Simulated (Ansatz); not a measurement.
The starting structures come from a database of crystals and need not be the phases stable at ambient conditions.

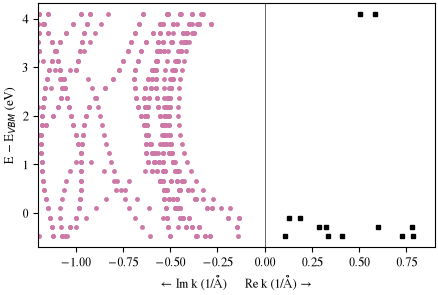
Complex bands at the centre of the two-dimensional zone; PBEsol run with Ansatz (a program for electronic structure)

The gap is the functional's own, uncorrected, and κ follows it; spin-orbit coupling is left out. Mid-gap values are interpolated between the computed energies.

**Question.** This is LaNbO$_{4}$ (I4_1/a, not sure to be the ambient phase, 12 atoms a cell, 14.2 Å³ an atom, -6 GPa at this level) along the normal of (110). Read off the slowest decay at the centre of the two-dimensional zone at 2.00 eV, the computed energy nearest the middle of the gap.

**Answer.** κ ≈ 0.46 1/Å, a decay length 1/(2κ) of the density of 1.1 Å.
